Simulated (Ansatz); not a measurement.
# GaO3: what a guessed cell relaxes into, part 2 of 2

Where does this trial cell of GaO3 go when cell and atoms are let free?

Ansatz 0.2.0; DFT PBE, scalar-relativistic, plane waves, PAW. The steps go on from the part before.

### Step 4. A loose first relaxation

input.yaml

```yaml
crystal:
  lattice:
    - [0.0, 3.03299974, 3.03299974]
    - [3.03299974, 0.0, 3.03299974]
    - [3.03299974, 3.03299974, 0.0]
  atoms:
    - { symbol: Ga, position: [0.5, 0.5, 0.5] }
    - { symbol: O, position: [0.25, 0.25, 0.25], spin: 1.0 }
    - { symbol: O, position: [0.0, 0.0, 0.0], spin: 1.0 }
    - { symbol: O, position: [0.75, 0.75, 0.75], spin: 1.0 }
basis:
  ecutwfc: 420
kpoints:
  mp_grid: { grid: [6, 6, 6] }
hamiltonian:
  xc: pbe
scf:
  occupations: { method: gaussian, width: 0.1 }
  lower_state_search: "off"
output:
  forces: true
  stress: true
  eigenvalues: true
  populations: true
magnetization:
  spin_polarized: true
relax:
  adjacent_minimum: "off"
  f_tol: 0.04
  max_steps: 70
  cell: { stress_tol: 0.4 }
```

On the command line:

```
ansatz run input.yaml --threads 1 --pin off --max-ram 2560MiB --backend cpu --events-out ev --progress --plain --runs-dir out
```

What it wrote:

```text
Warning: RAYON_NUM_THREADS=1 ignored (pool sized by the plan → 1); use --threads N
Engine: ansatz 0.2.0, x86_64-unknown-linux-gnu
Pseudopotentials: kind: paw
Pseudopotential: Ga, paw, valence charge 13, recommended cutoff 420 eV (normal), Ga.paw.azcp
Pseudopotential: O, paw, valence charge 6, recommended cutoff 420 eV (normal), O.paw.azcp
Functional definition: PBE
  parameter kappa = 0.804
  parameter beta = 0.06672455060314922
  exchange = pbe_x(kappa = kappa, mu = beta*pi^2/3)
  correlation = pbe_c(beta = beta)
Crystal: 4 atoms, lattice volume = 55.802 Å³
Basis set: ecut = 420 eV, 1067 PW (Γ), exchange–correlation on 60×60×60 points (8 copies of the dense FFT grid, shifted against one another)
Bands: 21, of which v1, the nominal top of the filled ones, is band 16 counted from 1 (15 counted from 0)
Symmetry: 48 space group operations
Space group: Fm-3m (ITA 225), of the structure as read, at distance tolerance 3.8e-5 Å
Magnetic group: BNS 225.116 (UNI 1618), of the structure as read, at distance tolerance 3.8e-5 Å
k-points: 16 of 216
Non-local potential: Ga, projectors of the file, l = 0: 2, l = 1: 2, l = 2: 3, l = 3: 1
Non-local potential: O, projectors of the file, l = 0: 2, l = 1: 2, l = 2: 1
PAW form: soft (Blöchl's): semilocal exchange-correlation on the pseudo side does not see the compensation charge
PAW one-centre angular grid: Ga, 590 points (default); XC on 64 Gauss nodes
PAW one-centre angular grid: O, 110 points (default); XC on 64 Gauss nodes
Starting moments: Σ|m| = 3 μB on 3 of 4 sites
Initial wavefunctions: pseudopotential atomic-orbital guess
Functional: x = pbe(κ = 0.804, μ = 0.2195149727645171), c = pbe(β = 0.06672455060314922)
SCF iter   1: F=—  HF=-5475.439090 eV  |F-HF|=—  |Δ(HF+E_count)|=         —  Δρ=9.09e-2 (↑3.99e-2 ↓9.09e-2)  dr2=6.15e0  dr2_m=1.08e0  M=3.155 μB ∫|m|=3.249 μB  β_m=0.30  ethr=3.10e-3  ⟨swp⟩=4.4  Hψ=2604  notcnv=0
preconditioner: auto → Kerker (q_TF=auto, 2.474 Å⁻¹)  [metal: Δε(μ)=0.024 eV  Ē_g=13.967 eV  σ=0.100 eV  W_gap=0.14  n_scr=14 (ndim 8)  ℏωp=27.7 eV  f_vac=0.000  D(μ)=1.94/eV (n_scr^D=14)]
spin=Collinear: Kerker preconditioning applied to the charge; magnetization (m = ρ↑ − ρ↓) channel mixes plain (no charge-response kernel on spin).
SCF iter   2: F=—  HF=-5474.768406 eV  |F-HF|=—  |Δ(HF+E_count)|=   6.71e-1  Δρ=3.92e-2 (↑3.92e-2 ↓3.61e-2)  dr2=2.03e0  dr2_m=1.15e-1  M=3.140 μB ∫|m|=3.340 μB  β_m=1.00  ethr=3.10e-3  ⟨swp⟩=2.0  Hψ=1562  notcnv=0  defer=32
SCF iter   3: F=—  HF=-5474.599201 eV  |F-HF|=—  |Δ(HF+E_count)|=   1.69e-1  Δρ=5.13e-2 (↑2.15e-2 ↓5.13e-2)  dr2=1.68e0  dr2_m=4.38e-1  M=3.141 μB ∫|m|=3.398 μB  β_m=0.30  ethr=3.10e-3  ⟨swp⟩=2.4  Hψ=998  notcnv=0  defer=32
SCF iter   4: F=—  HF=-5474.371185 eV  |F-HF|=—  |Δ(HF+E_count)|=   2.28e-1  Δρ=1.46e-2 (↑1.46e-2 ↓1.20e-2)  dr2=8.49e-2  dr2_m=6.43e-2  M=3.138 μB ∫|m|=3.392 μB  β_m=0.30  ethr=3.10e-3  ⟨swp⟩=2.2  Hψ=1027  notcnv=0  defer=30
SCF iter   5: F=—  HF=-5474.339522 eV  |F-HF|=—  |Δ(HF+E_count)|=   3.17e-2  Δρ=9.89e-3 (↑9.89e-3 ↓3.57e-3)  dr2=3.05e-2  dr2_m=1.80e-2  M=3.138 μB ∫|m|=3.394 μB  β_m=0.30  ethr=2.74e-4  ⟨swp⟩=2.1  Hψ=1296  notcnv=0  defer=27
SCF iter   6: F=—  HF=-5474.358617 eV  |F-HF|=—  |Δ(HF+E_count)|=   1.91e-2  Δρ=1.60e-2 (↑5.31e-3 ↓1.60e-2)  dr2=1.06e-1  dr2_m=5.60e-2  M=3.139 μB ∫|m|=3.385 μB  β_m=0.30  ethr=9.84e-5  ⟨swp⟩=2.2  Hψ=1108  notcnv=0  defer=27
SCF iter   7: F=—  HF=-5474.363459 eV  |F-HF|=—  |Δ(HF+E_count)|=   4.84e-3  Δρ=4.78e-3 (↑4.78e-3 ↓3.22e-3)  dr2=6.09e-3  dr2_m=6.82e-3  M=3.139 μB ∫|m|=3.387 μB  β_m=0.30  ethr=9.84e-5  ⟨swp⟩=2.2  Hψ=1067  notcnv=0  defer=27
SCF iter   8: F=—  HF=-5474.365364 eV  |F-HF|=—  |Δ(HF+E_count)|=   1.91e-3  Δρ=3.84e-3 (↑3.79e-3 ↓3.84e-3)  dr2=6.25e-4  dr2_m=7.13e-3  M=3.138 μB ∫|m|=3.386 μB  β_m=0.30  ethr=1.96e-5  ⟨swp⟩=1.6  Hψ=831  notcnv=0  defer=27
SCF iter   9: F=—  HF=-5474.368120 eV  |F-HF|=—  |Δ(HF+E_count)|=   2.76e-3  Δρ=5.95e-3 (↑2.43e-3 ↓5.95e-3)  dr2=1.13e-2  dr2_m=8.70e-3  M=3.139 μB ∫|m|=3.382 μB  β_m=0.30  ethr=2.02e-6  ⟨swp⟩=2.0  Hψ=1015  notcnv=0  defer=27
SCF iter  10: F=—  HF=-5474.369456 eV  |F-HF|=—  |Δ(HF+E_count)|=   1.34e-3  Δρ=2.14e-3 (↑2.14e-3 ↓9.75e-4)  dr2=4.06e-3  dr2_m=7.63e-4  M=3.138 μB ∫|m|=3.384 μB  β_m=1.00  ethr=2.02e-6  ⟨swp⟩=2.1  Hψ=1136  notcnv=0  defer=27
SCF iter  11: F=—  HF=-5474.369389 eV  |F-HF|=—  |Δ(HF+E_count)|=   6.62e-5  Δρ=2.45e-3 (↑1.21e-3 ↓2.45e-3)  dr2=1.31e-3  dr2_m=1.70e-3  M=3.138 μB ∫|m|=3.382 μB  β_m=0.30  ethr=2.02e-6  ⟨swp⟩=2.2  Hψ=1098  notcnv=0  defer=27
SCF iter  12: F=—  HF=-5474.369813 eV  |F-HF|=—  |Δ(HF+E_count)|=   4.23e-4  Δρ=1.51e-3 (↑9.50e-4 ↓1.51e-3)  dr2=2.86e-4  dr2_m=7.67e-4  M=3.138 μB ∫|m|=3.381 μB  β_m=0.30  ethr=2.02e-6  ⟨swp⟩=1.6  Hψ=750  notcnv=0  defer=27
SCF iter  13: F=—  HF=-5474.370097 eV  |F-HF|=—  |Δ(HF+E_count)|=   2.84e-4  Δρ=1.60e-3 (↑6.96e-4 ↓1.60e-3)  dr2=7.29e-4  dr2_m=6.71e-4  M=3.138 μB ∫|m|=3.380 μB  β_m=0.30  ethr=9.21e-7  ⟨swp⟩=1.0  Hψ=645  notcnv=0  defer=27
SCF iter  14: F=—  HF=-5474.370927 eV  |F-HF|=—  |Δ(HF+E_count)|=   8.31e-4  Δρ=2.93e-3 (↑9.44e-4 ↓2.93e-3)  dr2=1.20e-2  dr2_m=5.25e-4  M=3.138 μB ∫|m|=3.383 μB  β_m=0.30  ethr=9.21e-7  ⟨swp⟩=2.0  Hψ=1118  notcnv=0  defer=27
SCF iter  15: F=—  HF=-5474.370139 eV  |F-HF|=—  |Δ(HF+E_count)|=   7.88e-4  Δρ=9.11e-4 (↑8.43e-4 ↓9.11e-4)  dr2=4.81e-6  dr2_m=3.93e-4  M=3.138 μB ∫|m|=3.381 μB  β_m=0.30  ethr=9.21e-7  ⟨swp⟩=2.0  Hψ=1127  notcnv=0  defer=27
Mixer restart at iter 15: flushing history
spin-set hold released at iteration 15 (site moments' squared step at or under half its running peak, from the soft ceiling on): the magnetisation degrees of freedom join the quasi-Newton model from the next iteration; the mixer history was flushed
SCF iter  16: F=—  HF=-5474.370235 eV  |F-HF|=—  |Δ(HF+E_count)|=   9.56e-5  Δρ=1.06e-3 (↑6.44e-4 ↓1.06e-3)  dr2=1.57e-4  dr2_m=3.72e-4  M=3.138 μB ∫|m|=3.380 μB  β_m=0.30  ethr=1.55e-8  ⟨swp⟩=2.0  Hψ=1158  notcnv=0  defer=26
SCF iter  17: F=—  HF=-5474.370277 eV  |F-HF|=—  |Δ(HF+E_count)|=   4.19e-5  Δρ=6.58e-4 (↑5.85e-4 ↓6.58e-4)  dr2=1.83e-5  dr2_m=1.97e-4  M=3.138 μB ∫|m|=3.380 μB  β_m=0.54  ethr=1.55e-8  ⟨swp⟩=2.1  Hψ=1039  notcnv=0  defer=26
SCF iter  18: F=—  HF=-5474.370375 eV  |F-HF|=—  |Δ(HF+E_count)|=   9.82e-5  Δρ=2.85e-4 (↑1.17e-4 ↓2.85e-4)  dr2=5.73e-5  dr2_m=1.79e-5  M=3.138 μB ∫|m|=3.377 μB  β_m=0.68  ethr=1.55e-8  ⟨swp⟩=2.5  Hψ=1230  notcnv=0  defer=26
SCF iter  19: F=—  HF=-5474.370286 eV  |F-HF|=—  |Δ(HF+E_count)|=   8.87e-5  Δρ=6.48e-5 (↑3.40e-5 ↓6.48e-5)  dr2=5.92e-6  dr2_m=7.39e-7  M=3.138 μB ∫|m|=3.376 μB  β_m=0.66  ethr=1.55e-8  ⟨swp⟩=2.0  Hψ=1150  notcnv=0  defer=26
SCF iter  20: F=—  HF=-5474.370286 eV  |F-HF|=—  |Δ(HF+E_count)|=   4.49e-7  Δρ=2.26e-5 (↑9.55e-6 ↓2.26e-5)  dr2=5.08e-7  dr2_m=6.79e-8  M=3.138 μB ∫|m|=3.376 μB  β_m=0.69  ethr=1.55e-8  ⟨swp⟩=2.1  Hψ=897  notcnv=0  defer=26
SCF iter  21: F=-5474.370286 eV  HF=-5474.370286 eV  |F-HF|=4.36e-8  |Δ(HF+E_count)|=   3.39e-8  Δρ=9.98e-6 (↑4.63e-6 ↓9.98e-6)  dr2=9.21e-8  dr2_m=1.19e-8  M=3.138 μB ∫|m|=3.376 μB  ethr=3.23e-10  ⟨swp⟩=4.3  Hψ=2477  notcnv=0
SCF 1 converged in 21 iterations: F = -5474.370286 eV  dr2 = 9.21e-8
relax step   1: F+E_penalty+E_count = -5474.37028568 eV  Δ(F+E_penalty+E_count) = +0.000e0 eV  max|allowed force component| = 6.361e-18 eV/Å  Δτ_max = 0.0000 Å  P = -22.077 GPa  Ω = 55.802 Å³  (21 SCF iters, dr2 threshold 1.00e-7 eV, accepted)
[... from here on, the SCF cycles and remarks between the steps are left out ...]
relax step   2: F+E_penalty+E_count = -5475.46654376 eV  Δ(F+E_penalty+E_count) = -1.096e0 eV  max|allowed force component| = 7.922e-17 eV/Å  Δτ_max = 0.0000 Å  P = -20.917 GPa  Ω = 48.032 Å³  energy of the carried Pulay correction = +3.881e-2 eV  (11 SCF iters, dr2 threshold 4.00e-7 eV, accepted)
relax step   3: F+E_penalty+E_count = -5476.28273008 eV  Δ(F+E_penalty+E_count) = -8.162e-1 eV  max|allowed force component| = 2.313e-17 eV/Å  Δτ_max = 0.0000 Å  P = -12.853 GPa  Ω = 41.019 Å³  energy of the carried Pulay correction = +7.921e-2 eV  (10 SCF iters, dr2 threshold 4.00e-7 eV, accepted)
relax step   4: F+E_penalty+E_count = -5476.51349484 eV  Δ(F+E_penalty+E_count) = -2.308e-1 eV  max|allowed force component| = 4.106e-17 eV/Å  Δτ_max = 0.0000 Å  P = +2.195 GPa  Ω = 36.005 Å³  energy of the carried Pulay correction = +1.119e-1 eV  (8 SCF iters, dr2 threshold 4.00e-7 eV, accepted)
relax step   5: F+E_penalty+E_count = -5476.51325736 eV  Δ(F+E_penalty+E_count) = +2.375e-4 eV  max|allowed force component| = 2.660e-17 eV/Å  Δτ_max = 0.0000 Å  P = -0.113 GPa  Ω = 36.549 Å³  energy of the carried Pulay correction = +1.082e-1 eV  (7 SCF iters, dr2 threshold 4.00e-7 eV, accepted)
relax step   6: F+E_penalty+E_count = -5476.49282736 eV  Δ(F+E_penalty+E_count) = +2.043e-2 eV  max|allowed force component| = 2.313e-17 eV/Å  Δτ_max = 0.0000 Å  P = -1.179 GPa  Ω = 36.549 Å³  stress off target by 1.18e0 GPa  SCF on the basis re-selected at this cell (its energy is not comparable with the rows above)  (8 SCF iters)
relax step   7: F+E_penalty+E_count = -5476.49566447 eV  Δ(F+E_penalty+E_count) = -2.837e-3 eV  max|allowed force component| = 2.024e-17 eV/Å  Δτ_max = 0.0000 Å  P = +0.055 GPa  Ω = 36.268 Å³  energy of the carried Pulay correction = +1.843e-3 eV  (7 SCF iters, dr2 threshold 4.00e-7 eV, accepted)
relax step   8: F+E_penalty+E_count = -5476.49440227 eV  Δ(F+E_penalty+E_count) = +1.262e-3 eV  max|allowed force component| = 2.891e-17 eV/Å  Δτ_max = 0.0000 Å  P = -0.019 GPa  Ω = 36.268 Å³  stress off target by 1.85e-2 GPa  SCF on the basis re-selected at this cell (its energy is not comparable with the rows above)  (5 SCF iters)
basis re-selected at this cell: Δ(F+E_penalty+E_count) = +1.262e-3 eV, ΔP = -0.074 GPa vs the last step (what re-selecting the basis moved, of the pressure what is left beyond the Pulay correction that the steps carried, after the strain that the cell walked since its last selection, with what the two solves' SCF thresholds leave and, on support functions, any second-order correction that the steps lacked; it is no measure of the basis error at this ecutwfc). This SCF's stress stands 1.85e-2 GPa from its target on what of the cell is left free (relax.cell.stress_tol is 4.00e-1 GPa) and its largest allowed force component is 2.89e-17 eV/Å (relax.f_tol is 4.00e-2 eV/Å): within both
SCF converged after 5 iterations
Magnetization: 3.0000 μB (17.0000 up, 14.0000 down)
Absolute magnetization: 3.0627 μB (∫|ρ↑−ρ↓|, with the PAW one-centre terms)
Spin contamination: 0.0190 ħ² per cell (⟨S²⟩ above its minimum at these occupations)
Per-site moments (μB) at R_I (Å): [(-0.0073546835525571674, 0.9385381623524347), (0.6605455239304675, 0.9385381623524347), (1.6079978753519018, 0.9385381623524346), (0.6605455239304675, 0.9385381623524346)]
Free energy (F): -5476.494402 eV
Harris-Foulkes:  -5476.494402 eV  (|F-HF|=1.92e-10)
Internal energy: -5476.482601 eV  (E = F + TS)
E sigma→0 (E₀):  -5476.488502 eV
Entropy (-TS):   -0.011801 eV (-2.950 meV/atom)
Fermi energy:    8.747745 eV
--- Per-component energies (eV) ---
  E_band       = -21.346602
  E_kinetic    = 627.516890
  E_local      = -2332.171764  (includes V_loc(G=0)·N_el)
  E_nonlocal   = 579.653261
  E_hartree    = 984.609941
  E_xc         = -283.453526
  E_vxc        = -331.745645  (∫ρ·V_xc dr)
  E_paw        = -2470.921203  (= ΣΔE_a)
  E_vpaw       = -533.826586  (= ΣTr[D̂ρ^β])
  E_aug_tail   = 0.006722  (compensation charges beyond the density's cutoff)
  E_ewald      = -2581.722921
  E_smearing   = -0.011801  (= −TS)
  E_closure    = 0.000000  (closes the sum)
  Σ components = -5476.494402   (vs F -5476.494402, Δ=0.00e0)
--- Forces (eV/Å), atoms counted from 1 ---
  atom   1  Ga     0.00000000     0.00000000    -0.00000000
  atom   2  O     -0.00000000    -0.00000000     0.00000000
  atom   3  O     -0.00000000     0.00000000     0.00000000
  atom   4  O      0.00000000     0.00000000    -0.00000000
  max |Σ_I F_I| component: 1.62e-17 eV/Å
--- Stress (GPa, compression-positive) ---
       -0.018512      -0.000000      -0.000000
       -0.000000      -0.018512      -0.000000
       -0.000000      -0.000000      -0.018512
  P = ⅓ Tr σ = -0.0185 GPa (-0.185 kbar)
--- Band table (eV; the first three rows and the last of 32) ---
  k-point 0 ↑: bands = ["-12.2203", "-7.7259", "-7.6741", "-5.5255", "-5.5255", "-5.5255", "-5.4162", "-5.4162", "4.3684", "4.3684", "4.3684", "5.3203", "5.3203", "5.3203", "7.3527", "7.3527", "7.3527", "9.1301", "17.8815", "17.8815", "17.8815"]
  k-point 1 ↑: bands = ["-11.9815", "-7.9970", "-7.8294", "-5.5142", "-5.5142", "-5.4206", "-5.4206", "-5.3834", "3.6074", "4.0748", "4.0748", "5.5120", "5.5120", "5.6972", "6.7794", "7.4242", "7.4242", "10.6008", "17.7299", "17.7789", "17.7789"]
  k-point 2 ↑: bands = ["-11.3545", "-8.7343", "-8.0226", "-5.5022", "-5.5022", "-5.4188", "-5.4188", "-5.2077", "2.6214", "3.7574", "3.7574", "5.4692", "5.4692", "5.7034", "7.2530", "7.7412", "7.7412", "11.7738", "17.7526", "17.7526", "18.0146"]
  k-point 15 ↓: bands = ["-8.1990", "-7.8968", "-7.5743", "-5.4208", "-5.4203", "-5.3189", "-5.2770", "-5.0434", "1.6717", "4.0502", "4.8145", "6.1279", "8.8132", "8.9801", "9.1504", "9.5513", "9.9731", "12.7499", "18.3909", "19.4147", "19.5354"]
--- Relaxed structure (6 steps of the walk, 6 accepted, 2 SCFs on fresh bases) ---
  F+E_penalty+E_count = -5476.49440227 eV   max|allowed force component| = 2.891e-17 eV/Å   (the final SCF, on the basis selected at the relaxed cell)
  cell:  # Å, volume = 36.2679 Å³
    - [-1.5158723093293148e-33, 2.6272255063220116, 2.6272255063220116]
    - [2.6272255063220116, 1.6942103304806602e-33, 2.6272255063220116]
    - [2.6272255063220116, 2.6272255063220116, -2.1910099741451035e-33]
  atoms:
    - { symbol: Ga, position: [0.5, 0.5, 0.5] }
    - { symbol: O, position: [0.25, 0.25, 0.25] }
    - { symbol: O, position: [2.754938353804487e-34, -3.856252245541455e-34, -9.144543275233381e-35] }
    - { symbol: O, position: [0.75, 0.75, 0.75] }
--- Löwdin populations: 4 sites ---
  site symbol       q [e]    m [muB]
     0     Ga     12.0819    -0.0722
     1      O      6.3926     0.6930
     2      O      6.0583     1.6920
     3      O      6.3926     0.6930
  spilling = 0.002406 (of n_electrons = 31.000000)
```

Run time: 43 s. Hardware: 1 thread of Intel Xeon at 2.50GHz (Skylake/Cascade Lake), shared host; peak memory 0.36 GiB.

Step by step:

| step | E - E(step 1) (eV/cell) | largest force component (eV/Å) | pressure (GPa) | volume (Å³) |
| --- | --- | --- | --- | --- |
| 1 | 0.0000 | 0.0000 | -22.08 | 55.80 |
| 2 | -1.0963 | 0.0000 | -20.92 | 48.03 |
| 3 | -1.9124 | 0.0000 | -12.85 | 41.02 |
| 4 | -2.1432 | 0.0000 | 2.19 | 36.00 |
| 5 | -2.1430 | 0.0000 | -0.11 | 36.55 |
| 6 | -2.1225 | 0.0000 | -1.18 | 36.55 |
| 7 | -2.1254 | 0.0000 | 0.06 | 36.27 |
| 8 | -2.1241 | 0.0000 | -0.02 | 36.27 |

Step 1 is the start. Steps 6, 8 each repeat the geometry before them on a plane-wave basis chosen anew, so the energy can jump there without any move.

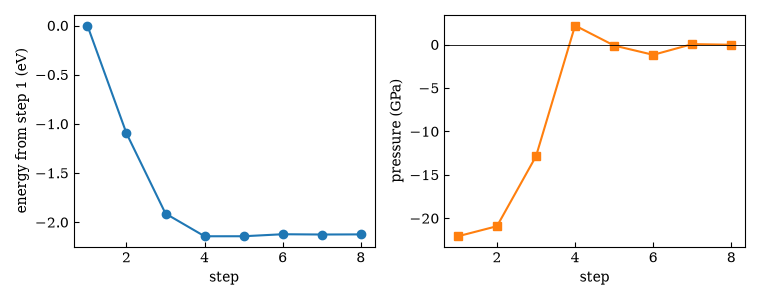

Energy and pressure along the relaxation.

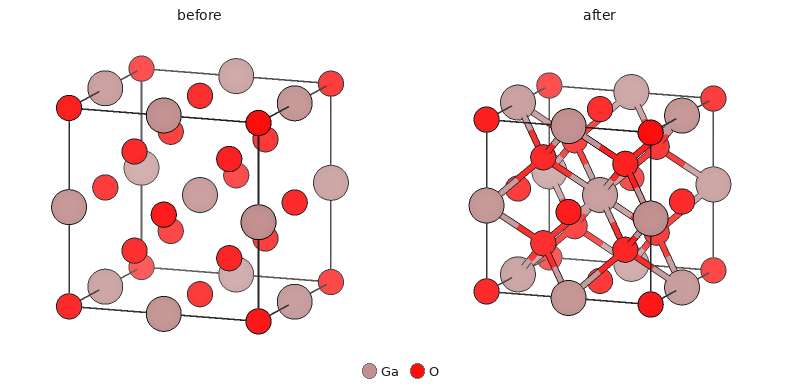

The structure before (left) and after (right) the relaxation, drawn at the same scale.

Lengths and angles in the start's conventional setting:

|  | before | after | change |
| --- | --- | --- | --- |
| a (Å) | 6.066 | 5.254 | -13.4 % |
| b (Å) | 6.066 | 5.254 | -13.4 % |
| c (Å) | 6.066 | 5.254 | -13.4 % |
| volume (Å³/atom) | 13.95 | 9.07 | -35.0 % |
| shortest distance (Å) | 2.627 | 2.275 | -13.4 % |
| space group (0.01 Å) | Fm-3m | Fm-3m | same |

Forces and stress were held to the start's 48 operations: a distortion of lower symmetry was not tested.

Per atom:

```tsv
atom	moment in the atom's sphere (μB)	Löwdin electrons
Ga1	-0.01	12.08
O2	0.66	6.39
O3	1.61	6.06
O4	0.66	6.39
```

### Step 5. Relaxation on the finer mesh

The end of the coarse run is made exact in the group found at a tolerance of 0.06 Å and reduced to its primitive cell.

input.yaml

```yaml
crystal:
  lattice:
    - [0.0, 2.6272255063, 2.6272255063]
    - [2.6272255063, 0.0, 2.6272255063]
    - [2.6272255063, 2.6272255063, 0.0]
  atoms:
    - { symbol: Ga, position: [0.5, 0.5, 0.5] }
    - { symbol: O, position: [0.25, 0.25, 0.25], spin: 1.08 }
    - { symbol: O, position: [0.0, 0.0, 0.0], spin: 1.08 }
    - { symbol: O, position: [0.75, 0.75, 0.75], spin: 1.08 }
basis:
  ecutwfc: 420
kpoints:
  mp_grid: { grid: [16, 16, 16] }
hamiltonian:
  xc: pbe
scf:
  occupations: { method: gaussian, width: 0.1 }
output:
  forces: true
  stress: true
  eigenvalues: true
  populations: true
magnetization:
  spin_polarized: true
relax:
  adjacent_minimum: "off"
  f_tol: 0.01
  max_steps: 80
  cell: { stress_tol: 0.05 }
```

On the command line:

```
ansatz run input.yaml --threads 1 --pin off --max-ram 2560MiB --backend cpu --events-out ev --progress --plain --runs-dir out
```

What it wrote, cut to the lines that bear on the results:

```text
Warning: RAYON_NUM_THREADS=1 ignored (pool sized by the plan → 1); use --threads N
[...]
[... 4 set-up lines as earlier in the session ...]
[...]
Crystal: 4 atoms, lattice volume = 36.268 Å³
Basis set: ecut = 420 eV, 725 PW (Γ), exchange–correlation on 50×50×50 points (8 copies of the dense FFT grid, shifted against one another)
Bands: 22, of which v1, the nominal top of the filled ones, is band 16 counted from 1 (15 counted from 0)
[... 1 set-up line as earlier in the session ...]
Space group: Fm-3m (ITA 225), of the structure as read, at distance tolerance 3.3e-5 Å
Magnetic group: BNS 225.116 (UNI 1618), of the structure as read, at distance tolerance 3.3e-5 Å
k-points: 145 of 4096
[...]
Starting moments: Σ|m| = 3.24 μB on 3 of 4 sites
[...]
  P = ⅓ Tr σ = -0.0297 GPa (-0.297 kbar)
--- Band table (eV; the first three rows and the last of 290) ---
[... band rows left out ...]
[...]
--- Relaxed structure (2 steps of the walk, 2 accepted, 1 SCFs on fresh bases) ---
  F+E_penalty+E_count = -5476.50647540 eV   max|allowed force component| = 5.204e-17 eV/Å   (the final SCF, on the basis selected at the relaxed cell)
  cell:  # Å, volume = 36.2532 Å³
    - [-7.32459729728741e-35, 2.62687053146405, 2.62687053146405]
    - [2.62687053146405, 4.776911280839615e-35, 2.62687053146405]
    - [2.62687053146405, 2.62687053146405, 3.184607520559743e-36]
  atoms:
    - { symbol: Ga, position: [0.5, 0.5, 0.5] }
    - { symbol: O, position: [0.25, 0.25, 0.25] }
    - { symbol: O, position: [5.070851085060236e-38, 1.1305015066104856e-36, 2.896350825643224e-36] }
    - { symbol: O, position: [0.75, 0.75, 0.75] }
--- Löwdin populations: 4 sites ---
  site symbol       q [e]    m [muB]
     0     Ga     12.0830    -0.0736
     1      O      6.3928     0.6928
     2      O      6.0570     1.6938
     3      O      6.3928     0.6928
  spilling = 0.002403 (of n_electrons = 31.000000)
```

Wall time 98 s (1 thread of Intel Xeon at 2.50GHz (Skylake/Cascade Lake), shared host); peak memory 0.48 GiB.

The steps of the relaxation:

```csv
step,E - E(step 1) (eV/cell),largest force component (eV/Å),pressure (GPa),volume (Å³)
1,0.0000,0.0000,-0.09,36.27
2,-0.0001,0.0000,-0.02,36.25
3,0.0001,0.0000,-0.03,36.25
```

Step 1 is the start. Step 3 repeats the geometry before it on a plane-wave basis chosen anew for that cell, so its energy need not be comparable with the rows above.

Lengths and angles in the start's conventional setting:

|  | before | after | change |
| --- | --- | --- | --- |
| a (Å) | 5.254 | 5.254 | 0.0 % |
| b (Å) | 5.254 | 5.254 | 0.0 % |
| c (Å) | 5.254 | 5.254 | 0.0 % |
| volume (Å³/atom) | 9.07 | 9.06 | 0.0 % |
| shortest distance (Å) | 2.275 | 2.275 | 0.0 % |
| space group (0.01 Å) | Fm-3m | Fm-3m | same |

The run keeps the 48 symmetry operations of the start, so it could not have lowered the symmetry.

Per atom:

```tsv
atom	moment in the atom's sphere (μB)	Löwdin electrons
Ga1	-0.01	12.08
O2	0.66	6.39
O3	1.61	6.06
O4	0.66	6.39
```

### Step 6. Outcome

The summary covers parts 1 to 2. Changes of volume or cell count from the first structure of part 1.

| quantity | value |
| --- | --- |
| symmetry at the end (tolerance 0.05 Å) | space group Fm-3m (No. 225) |
| conventional cell | a = 5.254 Å, b = 5.254 Å, c = 5.254 Å, α = 90.00°, β = 90.00°, γ = 90.00° |
| volume | 9.06 Å³/atom |
| energy over the elements (uncorrected; H, N, O, F and Cl as molecules) | +0.36 eV/atom |
| gap on the mesh | none (metal) |
| total moment | 3.00 μB/cell |

What this shows: The space group Fm-3m (No. 225) is kept, and the volume per atom shrinks by 35.0 % from the first guess. The formation energy is positive, so the separate elements lie lower. No finished test with a distortion of lower symmetry is shown, so the end may be a saddle point. An odd count of electrons in a cell without spin polarisation forces a partly filled band, so those cells are metals by count; spin or a larger cell could change that. Other magnetic orders were not searched.
